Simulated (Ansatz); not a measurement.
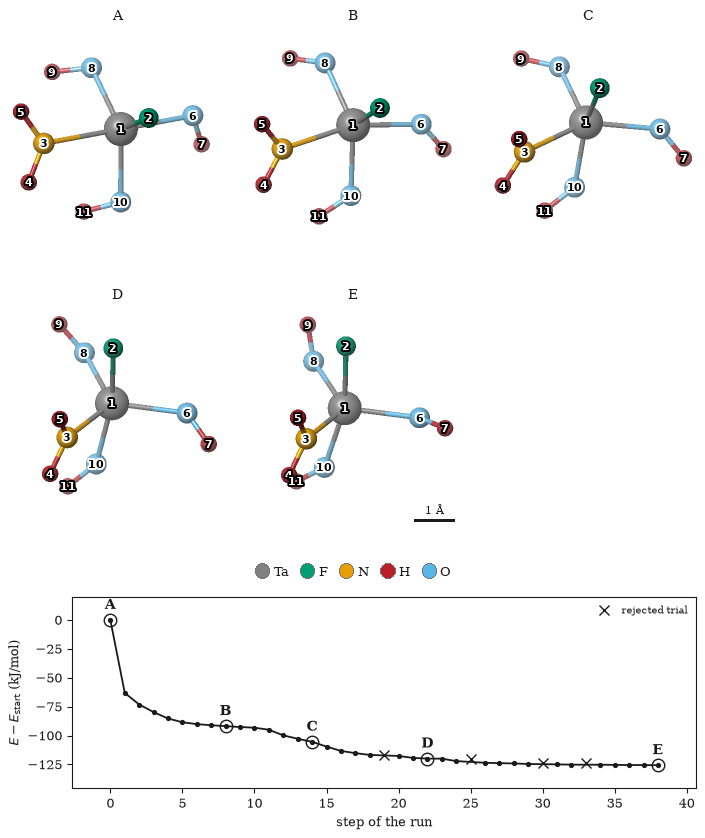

Frames of a relaxation of TaNH5O3F, marked on the history of the run. The picture is a ball-and-stick view, seen at a tilt.

The run prepares the start of a later molecular dynamics calculation, from a guessed geometry.

These are results of RKS PBE/def2-SVP in Ansatz, not measurements. (no spin polarisation; force threshold 0.02 eV/Å; at most 40 steps)

Question: Describe the path.

Answer: The relaxation stopped without meeting its thresholds, so the last structure isn't shown to be converged. After 34 accepted moves (38 points after the start) the energy has fallen by 125.7 kJ/mol. The largest force component goes from 1.8 to 0.039 eV/Å. The line search rejected the trial steps at points 19, 25, 30, 33 of the run. F2 moves most after the best rigid fit: 1.89 Å. By element the largest moves are F 1.89 Å, H 1.75 Å, O 1.06 Å, N 0.90 Å, Ta 0.45 Å. Some distances before and after: Ta1–N3 2.160 → 1.997 Å, Ta1–O10 2.020 → 1.914 Å, Ta1–O6 2.020 → 1.917 Å, Ta1–O8 2.020 → 1.950 Å. Among the angles between lasting bonds that change: N3–Ta1–O6 180.0° → 116.8°, F2–Ta1–O10 120.0° → 165.3°, F2–Ta1–O8 120.0° → 84.7°. Groups turn about Ta1–O8 by about 105°. From step 0 to 8: H atoms move most (0.38 Å), energy −91.9 kJ/mol. From step 8 to 14: H5 moves most (0.87 Å), energy −13.6 kJ/mol. From step 14 to 22: F and H atoms move most (0.73 Å), energy −14.5 kJ/mol. From step 22 to 38: H7 moves most (0.56 Å), energy −5.76 kJ/mol.

```tsv
step	E − E(0), kJ/mol	largest force component, eV/Å	note
0	0.00	1.8351	
1	-63.13	1.2248	
2	-73.15	1.4171	
3	-79.72	0.9726	
4	-85.23	0.5425	
5	-88.49	0.3439	
6	-90.12	0.4421	
7	-91.07	0.1687	
8	-91.86	0.2080	
9	-92.61	0.4370	
10	-93.21	0.6743	
11	-94.97	0.5320	
13	-102.78	0.7827	
14	-105.43	0.7456	
16	-113.28	0.6165	
17	-115.23	0.5364	
19	-116.42	0.3314	rejected
20	-117.66	0.4134	
22	-119.92	0.7388	
23	-120.01	0.5743	
25	-120.15	0.6872	rejected
26	-123.56	0.1730	
28	-124.14	0.2144	
29	-124.60	0.2241	
31	-124.92	0.1118	
32	-125.20	0.0653	
34	-125.23	0.0765	
35	-125.39	0.0873	
37	-125.54	0.1414	
38	-125.68	0.0389
```
